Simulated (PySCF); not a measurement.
**Ru$_{2}$O$_{4}$: frequency calculation**

The run: frequency calculation of Ru$_{2}$O$_{4}$. Method and program: UKS-based PBE0, Ru def2-TZVP with ECP28, O def2-TZVP; non-relativistic Hamiltonian with a scalar-relativistic core potential; density fitting (PySCF 2.14.0).

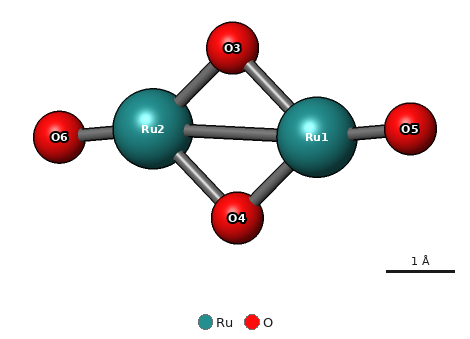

**Figure 1.** The input geometry (ball-and-stick view, seen at a tilt; atoms are numbered from 1 in the order of the input). Sticks mark near contacts. Bond lengths as drawn: O–Ru 1.62 to 1.96 Å and Ru–Ru 2.83 Å.

Results in brief:

- outcome: converged
- total energy: −490.459331 hartree
- ⟨S²⟩: 0.523
- HOMO: −6.85 eV
- LUMO: −4.21 eV
- zero-point energy: 0.011850 hartree
- dipole moment: 0.00 D
- wavenumbers, lowest and highest: 139i and 1059 cm⁻¹
- hardware: 4 threads of Intel Xeon (Sapphire Rapids), 64 GiB of memory available, shared host
- wall time: 9.9 min (CPU time 34 min)
- peak memory: 3.5 GiB

Checks after the run noted: spin contamination. ⟨S²⟩ is 0.52 against 0.00 for a pure state: the solution is spin-contaminated.

Input:
```python
from pyscf import gto, scf, dft
mol = gto.M(atom='''
Ru     1.416183    -0.018990    -0.022000
Ru    -1.416183     0.018990     0.022000
O     -0.086739     1.239704    -0.146945
O      0.086739    -1.239704     0.146945
O      3.025078     0.152393    -0.070097
O     -3.025078    -0.152393     0.070097''',
    basis={'Ru': 'def2-TZVP', 'O': 'def2-TZVP'},
    ecp={'Ru': 'def2-TZVP'},
    charge=0, spin=0)
mf = dft.UKS(mol, xc='PBE0')
mf.grids.atom_grid = (75, 302)
aux = {'Ru': 'def2-universal-JKFIT', 'O': 'def2-universal-JKFIT'}
mf = mf.density_fit(auxbasis=aux)
mf.conv_tol = 1e-09
mf.diis_space = 10
mf.max_cycle = 60
mf.verbose = 4
mf.kernel()
```

The script is an equivalent of the set-up of the self-consistent field. The run itself was carried out by a driver, which started from the orbitals of the step before it where there was one and computed the further properties.

Launched with:
```bash
OMP_NUM_THREADS=4 python axn.py task.json out
```

Output:
```
init E= -490.459330985449
  alpha nocc = 32  HOMO = -0.254280313256957  LUMO = -0.153006351829177
  beta  nocc = 32  HOMO = -0.251566413915678  LUMO = -0.153006351829177
  HOMO = -0.251566413916  LUMO = -0.153006351829  gap/eV = 2.68196
cycle= 1 E= -490.459330982819  delta_E= 2.63e-09  |g|= 8.89e-05  |ddm|= 5.76e-05
  alpha nocc = 32  HOMO = -0.25428751656816  LUMO = -0.153007412782656
  beta  nocc = 32  HOMO = -0.251568678832361  LUMO = -0.153007412782656
  HOMO = -0.251568678832  LUMO = -0.153007412783  gap/eV = 2.68199
cycle= 2 E= -490.459330944815  delta_E= 3.8e-08  |g|= 0.000336  |ddm|= 0.000211
  alpha nocc = 32  HOMO = -0.254280969890629  LUMO = -0.153005871528267
  beta  nocc = 32  HOMO = -0.251565933249615  LUMO = -0.153005871528267
  HOMO = -0.25156593325  LUMO = -0.153005871528  gap/eV = 2.68196
cycle= 3 E= -490.459330985556  delta_E= -4.07e-08  |g|= 2.05e-05  |ddm|= 0.000168
  alpha nocc = 32  HOMO = -0.254281919318297  LUMO = -0.153006375568584
  beta  nocc = 32  HOMO = -0.251566602314396  LUMO = -0.153006375568584
  HOMO = -0.251566602314  LUMO = -0.153006375569  gap/eV = 2.68196
cycle= 4 E= -490.459330985699  delta_E= -1.43e-10  |g|= 2.59e-06  |ddm|= 9.7e-06
  alpha nocc = 32  HOMO = -0.254281898879702  LUMO = -0.153006369000087
  beta  nocc = 32  HOMO = -0.251566571490332  LUMO = -0.153006369000087
  HOMO = -0.25156657149  LUMO = -0.153006369  gap/eV = 2.68196
cycle= 5 E= -490.459330985702  delta_E= -2.61e-12  |g|= 1.79e-06  |ddm|= 2.83e-06
  alpha nocc = 32  HOMO = -0.25428213780483  LUMO = -0.153006290502924
  beta  nocc = 32  HOMO = -0.251566484745675  LUMO = -0.153006290502924
  HOMO = -0.251566484746  LUMO = -0.153006290503  gap/eV = 2.68196
Extra cycle  E= -490.459330985703  delta_E= -1.59e-12  |g|= 4.27e-06  |ddm|= 5.63e-06
converged SCF energy = -490.459330985703  <S^2> = 0.52347394  2S+1 = 1.7589473
```

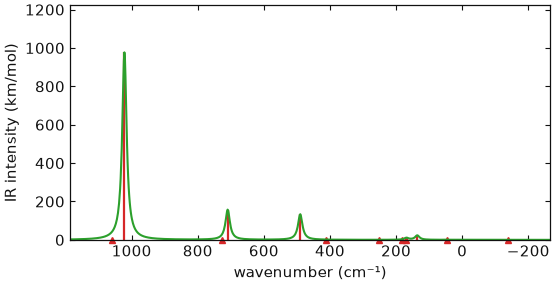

**Figure 2.** Harmonic infrared spectrum, unscaled: sticks (degenerate modes added up, dark ones marked on the axis) with a Lorentzian envelope of 16 cm⁻¹ full width, scaled to the tallest stick; imaginary modes are drawn at negative wavenumbers. 12 modes from 139i to 1059 cm⁻¹, 1 imaginary beyond 8i (139i cm⁻¹): a first-order saddle point, if the geometry is stationary. The strongest line is at 1022 cm⁻¹ (977 km/mol). All modes, in cm⁻¹ (km/mol): 139i (0.0), 45 (1.1), 136 (23), 169 (10.2), 183 (0.0), 250 (0.0), 412 (0.0), 490 (133), 709 (157), 726 (0.0), 1022 (977), 1059 (0.0).

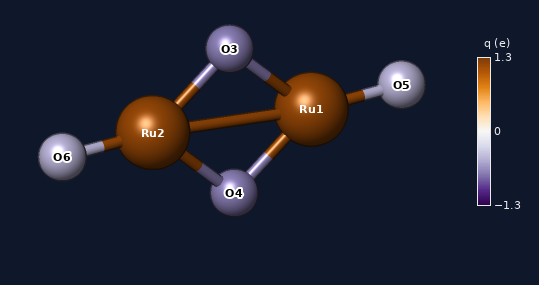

**Figure 3.** Mulliken charges, as the colour of each atom (ball-and-stick view, seen at a tilt; atoms are numbered from 1 in the order of the input). By element: Ru +1.20 and O −0.73 to −0.47 e.
